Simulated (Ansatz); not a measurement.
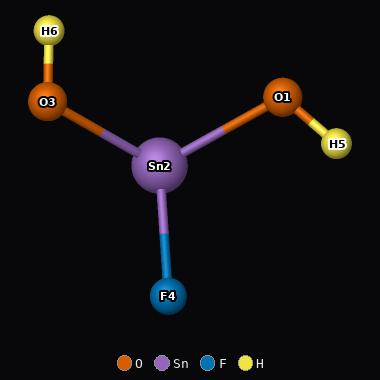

The system is FH2O2Sn, SMILES [OH][Sn]([OH])[F], spin multiplicity 2; the picture shows the reference structure. Coordinates scanned: (1) bond length Sn2–O3; (2) dihedral O1–Sn2–O3–H6. Nothing is relaxed (all other coordinates rigid). The scan uses a 15 × 15 grid. Energies are in kcal/mol, from the relaxed molecule at the same level. Method: UKS PBE0-D4/def2-SVP in Ansatz.

Its coordinates:

```csv
atom,x (Å),y (Å),z (Å)
O,-0.6320,1.3490,-0.4989
Sn,-0.4916,-0.4290,0.3967
O,1.4157,-0.6700,0.9228
F,-0.7547,-1.7187,-1.0365
H,-1.2378,1.3136,-1.2522
H,1.7426,0.0912,1.4219
```

Range: bond length Sn2–O3 from 1.754 to 2.491 Å; dihedral O1–Sn2–O3–H6 from −180 to 156°.

**What landscape does the calculation give?**

The lowest grid point is at bond length Sn2–O3 = 2.017 Å, dihedral O1–Sn2–O3–H6 = −156°, 0.0 kcal/mol from the relaxed molecule at the same level. The highest grid point, bond length Sn2–O3 = 2.491 Å, dihedral O1–Sn2–O3–H6 = −60°, lies 24.1 kcal/mol above the lowest. Round the minimum the two coordinates are weakly coupled (coupling 0.10 in units of the two stiffnesses).

| dihedral O1–Sn2–O3–H6 ↓, bond length Sn2–O3 → | 1.754 | 1.807 | 1.859 | 1.912 | 1.965 | 2.017 | 2.070 | 2.123 | 2.175 | 2.228 | 2.281 | 2.333 | 2.386 | 2.439 | 2.491 |
| --- | --- | --- | --- | --- | --- | --- | --- | --- | --- | --- | --- | --- | --- | --- | --- |
| 156 | 19.7 | 10.9 | 5.2 | 1.8 | 0.3 | 0.3 | 1.2 | 3.0 | 5.2 | 7.8 | 10.6 | 13.4 | 16.1 | 18.7 | 21.1 |
| 132 | 19.9 | 11.1 | 5.4 | 2.0 | 0.5 | 0.4 | 1.3 | 3.1 | 5.3 | 7.9 | 10.7 | 13.4 | 16.2 | 18.8 | 21.2 |
| 108 | 20.0 | 11.1 | 5.4 | 2.0 | 0.5 | 0.4 | 1.3 | 3.1 | 5.3 | 7.9 | 10.6 | 13.4 | 16.1 | 18.8 | 21.2 |
| 84 | 19.8 | 11.0 | 5.3 | 1.9 | 0.3 | 0.2 | 1.2 | 2.9 | 5.2 | 7.8 | 10.6 | 13.3 | 16.1 | 18.7 | 21.1 |
| 60 | 19.6 | 10.8 | 5.1 | 1.7 | 0.2 | 0.1 | 1.1 | 2.9 | 5.1 | 7.8 | 10.6 | 13.4 | 16.1 | 18.8 | 21.2 |
| 36 | 19.4 | 10.6 | 5.0 | 1.7 | 0.2 | 0.2 | 1.2 | 3.0 | 5.4 | 8.0 | 10.9 | 13.7 | 16.5 | 19.2 | 21.6 |
| 12 | 19.3 | 10.6 | 5.1 | 1.8 | 0.4 | 0.5 | 1.6 | 3.5 | 5.9 | 8.6 | 11.5 | 14.4 | 17.2 | 19.9 | 22.3 |
| −12 | 19.5 | 10.9 | 5.4 | 2.2 | 0.9 | 1.0 | 2.2 | 4.1 | 6.6 | 9.4 | 12.4 | 15.3 | 18.1 | 20.8 | 23.2 |
| −36 | 19.9 | 11.3 | 5.8 | 2.6 | 1.3 | 1.5 | 2.7 | 4.7 | 7.2 | 10.1 | 13.1 | 16.1 | 18.9 | 21.6 | 24.0 |
| −60 | 20.0 | 11.3 | 5.9 | 2.7 | 1.4 | 1.6 | 2.8 | 4.8 | 7.3 | 10.2 | 13.2 | 16.2 | 19.1 | 21.7 | 24.1 |
| −84 | 19.6 | 10.9 | 5.5 | 2.3 | 1.0 | 1.1 | 2.3 | 4.3 | 6.8 | 9.6 | 12.6 | 15.5 | 18.4 | 21.1 | 23.4 |
| −108 | 19.1 | 10.5 | 5.0 | 1.7 | 0.4 | 0.5 | 1.6 | 3.6 | 6.0 | 8.8 | 11.7 | 14.6 | 17.4 | 20.1 | 22.5 |
| −132 | 19.0 | 10.3 | 4.8 | 1.5 | 0.1 | 0.1 | 1.2 | 3.0 | 5.4 | 8.1 | 11.0 | 13.8 | 16.6 | 19.3 | 21.7 |
| −156 | 19.2 | 10.4 | 4.8 | 1.5 | 0.0 | 0.0 | 1.0 | 2.8 | 5.1 | 7.8 | 10.6 | 13.4 | 16.2 | 18.8 | 21.2 |
| −180 | 19.4 | 10.6 | 5.0 | 1.6 | 0.1 | 0.1 | 1.1 | 2.9 | 5.1 | 7.7 | 10.5 | 13.3 | 16.1 | 18.7 | 21.1 |

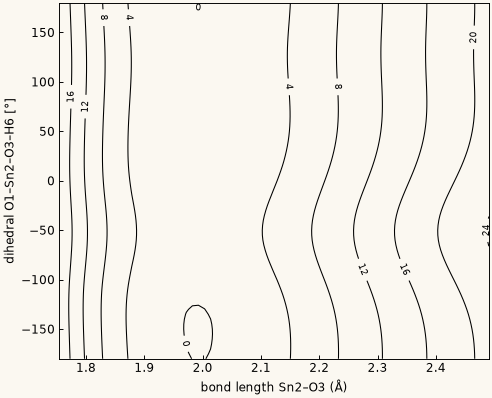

In the figure: contour lines labelled in kcal/mol. Between grid points the surface is interpolated.

Each point was launched as `ansatz run input.yaml --threads 1 --pin off --max-ram 2560MiB --backend cpu --events-out ev --progress --plain --runs-dir out`. The whole map (225 points run) took 52 min on 1 thread of Arm Neoverse N1, with other jobs on the host.
